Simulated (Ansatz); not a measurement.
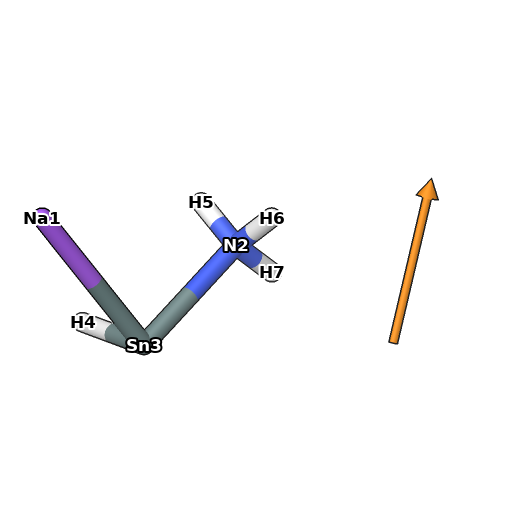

The arrow beside the molecule shows the direction of the dipole moment, from the negative to the positive end (its length means nothing). The computed structure is the end point of a PBE0-D4/def2-TZVP optimisation. No frequency run is at hand to confirm it as a minimum. Method: RKS PBE0-D4/def2-TZVP, core potentials on Sn (Ansatz 0.2.0).

Question: Estimate the dipole moment.

Answer: 4.87 D; it points from the side of Sn3, H4 to the side of H5, H6 (the outermost atoms at the two ends).
